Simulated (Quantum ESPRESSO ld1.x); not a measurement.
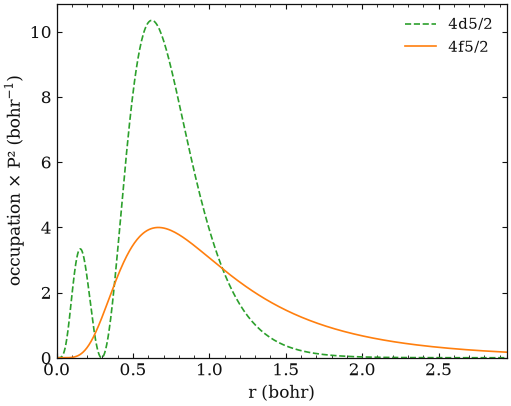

Figure 1. The radial probability densities P² (large components) of 4f5/2 and 4d5/2, each times its occupation. 4d5/2: outer maximum at 0.625 bohr, ⟨r⟩ = 0.714 bohr, 1 node, eigenvalue −119.5 eV; 4f5/2: outer maximum at 0.666 bohr, ⟨r⟩ = 1.13 bohr, 0 nodes, eigenvalue −7.39 eV.

Run report: Nd⁺, atomic calculation

System: the Nd⁺ ion in the configuration [Kr] 4d10 4f4.5 5s1.5 5p6 6s1 (4f5/2: 4.5).
Method: Dirac Kohn-Sham, LDA (Slater exchange, VWN5 correlation), spin-unpolarised, spherical densities, point nucleus (Quantum ESPRESSO ld1.x 7.5).

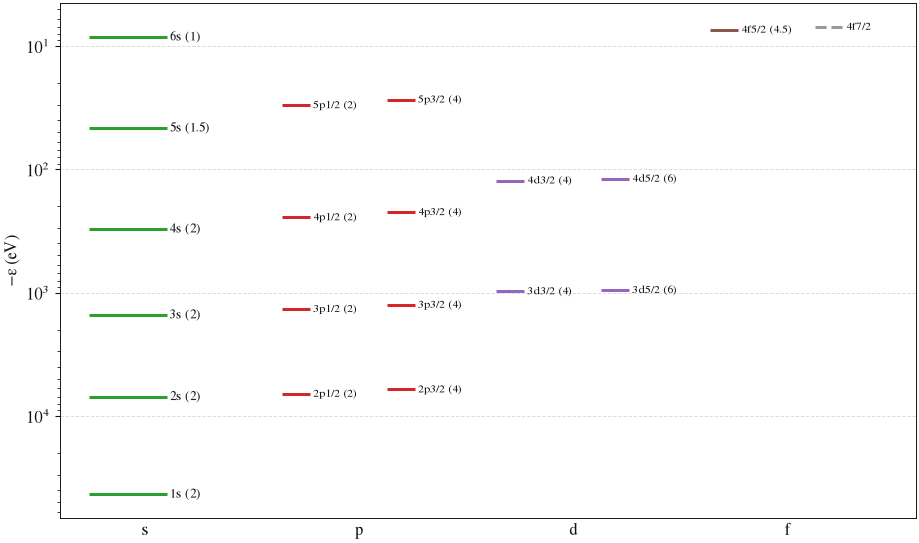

Figure 2. The occupied levels and a few empty ones, on a logarithmic scale of binding energy, are drawn by angular momentum (occupations in brackets, the lower j at the left of each column, empty levels dashed). The highest occupied level is 4f5/2 at −7.39 eV. The highest 7 occupied levels, from the top down, are 4f5/2 (−7.39 eV), 6s (−8.48 eV), 5p3/2 (−27.2 eV), 5p1/2 (−30.3 eV), 5s (−46.4 eV), 4d5/2 (−119.5 eV), 4d3/2 (−123.5 eV). The lowest empty level drawn is 4f7/2 at −7.00 eV. Spin-orbit splittings: 4f 0.390 eV, 5p 3.05 eV, 4d 3.97 eV, 4p 22.6 eV. The open 5s shell lies under a filled one.

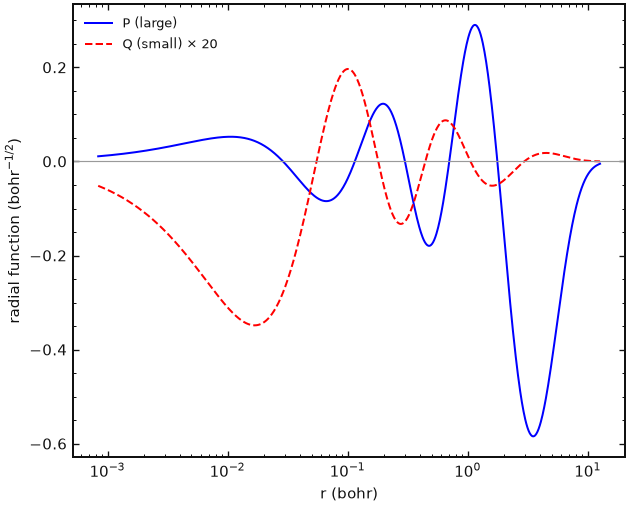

Figure 3. The large and small radial components of the 6s1/2 spinor. The spinor has κ = −1: the large component has l = 0 and 5 radial nodes (r = 0.0290, 0.115, 0.300, 0.702 and 1.77 bohr), the small one has l = 1. The small component carries 0.0032 % of the norm; ⟨r⟩ = 3.96 bohr and the eigenvalue is −8.48 eV.

Input and output of the run follow.

**Input**
```
 &input
    atom='Nd',
    iswitch=1,
    rel=2,
    dft='SLA-VWN',
    config='[Kr] 4d10 4f4.5 5s1.5 5p6 6s1',
    rel_dist='energy',
    verbosity='high',
    lsmall=.true.,
    prefix='ld1',
    max_out_wfc=37,
    file_charge='ld1.rho',
 /
```

**Log**
```
     Program LD1 v.7.5 starts

     --------------------------- All-electron run ----------------------------

     dirac relativistic calculation

     atomic number is 60.00
     dft =SLA-VWN   lsd =0 sic =0 latt =0  beta=0.20 tr2=1.0E-14
     Exchange-correlation= SLA-VWN
                           (   1   2   0   0   0   0   0)
     mesh =2089 r(mesh) = 100.44953 a.u. xmin = -8.00 dx = 0.00800
     1 Ry =  13.60569312 eV, c = 137.03599908

     n l j   nl                  e(Ry)          e(Ha)          e(eV)
     Spin orbit split results
     1 0 0.5 1S 1( 2.00)   -3184.349371273   -1592.174685636 -43325.2803419
     2 0 0.5 2S 1( 2.00)    -515.184326340    -257.592163170  -7009.4398460
     2 1 0.5 2P 1( 2.00)    -487.612936661    -243.806468331  -6634.3119790
     2 1 1.5 2P 1( 4.00)    -449.432495060    -224.716247530  -6114.8406073
     3 0 0.5 3S 1( 2.00)    -111.963786205     -55.981893103  -1523.3449160
     3 1 0.5 3P 1( 2.00)    -100.167045412     -50.083522706  -1362.8420809
     3 1 1.5 3P 1( 4.00)     -92.548121038     -46.274060519  -1259.1813340
     4 0 0.5 4S 1( 2.00)     -22.501074776     -11.250537388   -306.1427183
     4 1 0.5 4P 1( 2.00)     -18.053024741      -9.026512370   -245.6239146
     4 1 1.5 4P 1( 4.00)     -16.394994702      -8.197497351   -223.0652667
     3 2 1.5 3D 1( 4.00)     -71.934563322     -35.967281661   -978.7195935
     3 2 2.5 3D 1( 6.00)     -70.285550581     -35.142775290   -956.2836322
     4 2 1.5 4D 1( 4.00)      -9.077024162      -4.538512081   -123.4992052
     4 2 2.5 4D 1( 6.00)      -8.785044552      -4.392522276   -119.5266202
     4 3 2.5 4F 1( 4.50)      -0.542955946      -0.271477973     -7.3872920
     4 3 3.5 4F 1( 0.00)      -0.514312169      -0.257156085     -6.9975735
     5 0 0.5 5S 1( 1.50)      -3.413592266      -1.706796133    -46.4442888
     5 1 0.5 5P 1( 2.00)      -2.226805827      -1.113402913    -30.2972367
     5 1 1.5 5P 1( 4.00)      -2.002493885      -1.001246942    -27.2453173
     6 0 0.5 6S 1( 1.00)      -0.623263565      -0.311631782     -8.4799328
     Averaged results
     1 0     1S 1( 2.00)   -3184.349371273   -1592.174685636 -43325.2803419
     2 0     2S 1( 2.00)    -515.184326340    -257.592163170  -7009.4398460
     2 1     2P 1( 6.00)    -462.159308927    -231.079654463  -6287.9977312
     3 0     3S 1( 2.00)    -111.963786205     -55.981893103  -1523.3449160
     3 1     3P 1( 6.00)     -95.087762496     -47.543881248  -1293.7349163
     4 0     4S 1( 2.00)     -22.501074776     -11.250537388   -306.1427183
     4 1     4P 1( 6.00)     -16.947671382      -8.473835691   -230.5848160
     3 2     3D 1(10.00)     -70.945155677     -35.472577839   -965.2580167
     4 2     4D 1(10.00)      -8.901836396      -4.450918198   -121.1156542
     4 3     4F 1( 4.50)      -0.526588074      -0.263294037     -7.1645957
     5 0     5S 1( 1.50)      -3.413592266      -1.706796133    -46.4442888
     5 1     5P 1( 6.00)      -2.077264532      -1.038632266    -28.2626238
     6 0     6S 1( 1.00)      -0.623263565      -0.311631782     -8.4799328

     final scf error:  3.5E-15 reached in  28 iterations

     Etot =  -19244.209950 Ry,   -9622.104975 Ha, -261830.814970 eV

     Ekin =   20749.990292 Ry,   10374.995146 Ha,  282318.000217 eV
     Encl =  -47015.160396 Ry,  -23507.580198 Ha, -639673.844477 eV
     Eh   =    7453.135168 Ry,    3726.567584 Ha,  101405.069894 eV
     Exc  =    -432.175013 Ry,    -216.087507 Ha,   -5880.040604 eV

     normalization and overlap integrals

     s(1S/1S) =  1.000000  <r> =   0.0236  <r2> =    0.0008  r(max) =   0.0151
     LC norm =  0.95053104 + SC norm =  0.04946896 =  1.00000000
     s(1S/2S) = -0.000000
     s(1S/3S) = -0.000000
     s(1S/4S) =  0.000000
     s(1S/5S) =  0.000000
     s(1S/6S) =  0.000000
     s(2S/2S) =  1.000000  <r> =   0.1005  <r2> =    0.0120  r(max) =   0.0859
     LC norm =  0.98919518 + SC norm =  0.01080482 =  1.00000000
     s(2S/3S) =  0.000000
     s(2S/4S) =  0.000000
     s(2S/5S) =  0.000000
     s(2S/6S) =  0.000000
     s(2P/2P) =  1.000000  <r> =   0.0842  <r2> =    0.0088  r(max) =   0.0655
     LC norm =  0.98914435 + SC norm =  0.01085565 =  1.00000000
     s(2P/3P) =  0.000000
     s(2P/4P) =  0.000000
     s(2P/5P) =  0.000000
     s(2P/2P) =  1.000000  <r> =   0.0907  <r2> =    0.0100  r(max) =   0.0703
     LC norm =  0.98984162 + SC norm =  0.01015838 =  1.00000000
     s(2P/3P) =  0.000000
     s(2P/4P) =  0.000000
     s(2P/5P) =  0.000000
     s(3S/3S) =  1.000000  <r> =   0.2663  <r2> =    0.0811  r(max) =   0.2450
     LC norm =  0.99665341 + SC norm =  0.00334659 =  1.00000000
     s(3S/4S) =  0.000000
     s(3S/5S) =  0.000000
     s(3S/6S) =  0.000000
     s(3P/3P) =  1.000000  <r> =   0.2558  <r2> =    0.0761  r(max) =   0.2317
     LC norm =  0.99670779 + SC norm =  0.00329221 =  1.00000000
     s(3P/4P) =  0.000000
     s(3P/5P) =  0.000000
     s(3P/3P) =  1.000000  <r> =   0.2683  <r2> =    0.0835  r(max) =   0.2431
     LC norm =  0.99690228 + SC norm =  0.00309772 =  1.00000000
     s(3P/4P) =  0.000000
     s(3P/5P) =  0.000000
     s(4S/4S) =  1.000000  <r> =   0.6081  <r2> =    0.4178  r(max) =   0.5676
     LC norm =  0.99895503 + SC norm =  0.00104497 =  1.00000000
     s(4S/5S) =  0.000000
     s(4S/6S) =  0.000000
     s(4P/4P) =  1.000000  <r> =   0.6246  <r2> =    0.4442  r(max) =   0.5722
     LC norm =  0.99902488 + SC norm =  0.00097512 =  1.00000000
     s(4P/5P) =  0.000000
     s(4P/4P) =  1.000000  <r> =   0.6533  <r2> =    0.4858  r(max) =   0.6003
     LC norm =  0.99909244 + SC norm =  0.00090756 =  1.00000000
     s(4P/5P) =  0.000000
     s(3D/3D) =  1.000000  <r> =   0.2395  <r2> =    0.0677  r(max) =   0.1943
     LC norm =  0.99701918 + SC norm =  0.00298082 =  1.00000000
     s(3D/4D) =  0.000000
     s(3D/3D) =  1.000000  <r> =   0.2434  <r2> =    0.0697  r(max) =   0.1974
     LC norm =  0.99707540 + SC norm =  0.00292460 =  1.00000000
     s(3D/4D) = -0.000000
     s(4D/4D) =  1.000000  <r> =   0.7035  <r2> =    0.5751  r(max) =   0.6149
     LC norm =  0.99924687 + SC norm =  0.00075313 =  1.00000000
     s(4D/4D) =  1.000000  <r> =   0.7138  <r2> =    0.5920  r(max) =   0.6248
     LC norm =  0.99926483 + SC norm =  0.00073517 =  1.00000000
     s(4F/4F) =  1.000000  <r> =   1.1336  <r2> =    1.8107  r(max) =   0.6661
     LC norm =  0.99963980 + SC norm =  0.00036020 =  1.00000000
     s(4F/4F) =  1.000000  <r> =   1.1564  <r2> =    1.8981  r(max) =   0.6714
     LC norm =  0.99964786 + SC norm =  0.00035214 =  1.00000000
     s(5S/5S) =  1.000000  <r> =   1.4758  <r2> =    2.4519  r(max) =   1.3253
     LC norm =  0.99977891 + SC norm =  0.00022109 =  1.00000000
     s(5S/6S) =  0.000000
     s(5P/5P) =  1.000000  <r> =   1.6680  <r2> =    3.1606  r(max) =   1.4472
     LC norm =  0.99982689 + SC norm =  0.00017311 =  1.00000000
     s(5P/5P) =  1.000000  <r> =   1.7606  <r2> =    3.5233  r(max) =   1.5306
     LC norm =  0.99984389 + SC norm =  0.00015611 =  1.00000000
     s(6S/6S) =  1.000000  <r> =   3.9647  <r2> =   17.6257  r(max) =   3.5172
     LC norm =  0.99996754 + SC norm =  0.00003246 =  1.00000000

     LC charge = 58.74391865 + SC charge =  0.25608135 = 59.00000000

     ------------------------ End of All-electron run ------------------------
```

**Slater integrals of the outer shells (hartree)**

```tsv
integral	value
F0(4f5/2,4f5/2)	0.8459
F2(4f5/2,4f5/2)	0.3801
F4(4f5/2,4f5/2)	0.2345
F6(4f5/2,4f5/2)	0.1677
F0(4f5/2,6s1/2)	0.2918
G3(4f5/2,6s1/2)	0.0157
F0(4f5/2,5p3/2)	0.5929
F2(4f5/2,5p3/2)	0.2194
G2(4f5/2,5p3/2)	0.1344
G4(4f5/2,5p3/2)	0.0993
F0(4f5/2,5p1/2)	0.6176
F2(4f5/2,5p1/2)	0.2361
G2(4f5/2,5p1/2)	0.1494
G4(4f5/2,5p1/2)	0.1097
```

**Key numbers**

```tsv
quantity	value
outcome	converged
total energy	−9622.1050 hartree
kinetic energy	10374.9951 hartree
electron–nucleus energy	−23507.5802 hartree
Hartree energy	3726.5676 hartree
exchange–correlation energy	−216.087506 hartree
radius at density 0.001 e/bohr³	4.61 bohr
SCF iterations	28
hardware	1 CPU thread, shared host
wall time	1.8 s
```
